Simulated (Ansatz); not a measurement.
# Bilayer T-SnSe2 in a field along the normal: induced dipole (PBEsol)

A gate puts a field across bilayer T-SnSe2. How large is the induced dipole, and what happens to the gap?

All values are computed: Ansatz 0.2.0, PBEsol, plane waves, no spin–orbit coupling; sawtooth field with a dipole correction, atoms held at their zero-field places, cell area 12.58 Å². The field is the one in the vacuum. Energy changes count from the zero-field run.

| field (V/Å) | dipole (e·Å) | energy change (meV) | gap on the path (eV) |
| --- | --- | --- | --- |
| 0.05 | 0.037 | -0.9 | 0.56 |
| 0.1 | ? | ? | ? |
| 0.2 | 0.147 | -14.7 | 0.56 |
| 0.3 | 0.221 | -33.2 | 0.55 |
| 0.4 | 0.295 | -59.0 | 0.55 |

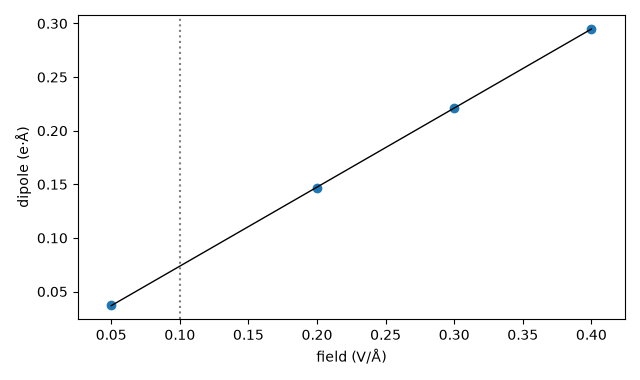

The shown rows (points), the fit (line) and the place of the withheld row (dotted).

**Fit.** A least-squares line through the shown values, as rounded, is dipole = 0.000 + 0.737 × field (V/Å); it misses them by 0.000 e·Å at most. The fit misses the rows by 0.000 e·Å on average, and their plain mean by 0.083 e·Å, so the fit does better. The slope is the electronic polarisability of the cell, α = 0.737 e·Å²/V. It also sets the energy, −αF²/2 for a sheet without a dipole of its own: -59.0 meV at 0.4 V/Å. From the weakest to the strongest field the gap on the path changes by -0.01 eV.

**The withheld row.** The prediction is 0.000 + 0.737 × (0.1) = 0.074 e·Å. The run gave dipole 0.074 e·Å, energy change -3.7 meV, gap on the path 0.56 eV. The miss in dipole is +0.000 e·Å, within the scatter of the fitted rows. The mean of the shown rows would have missed by -0.101 e·Å.

Ions don't move, so the lattice part of the screening is missing; semilocal functionals overestimate polarisabilities somewhat.
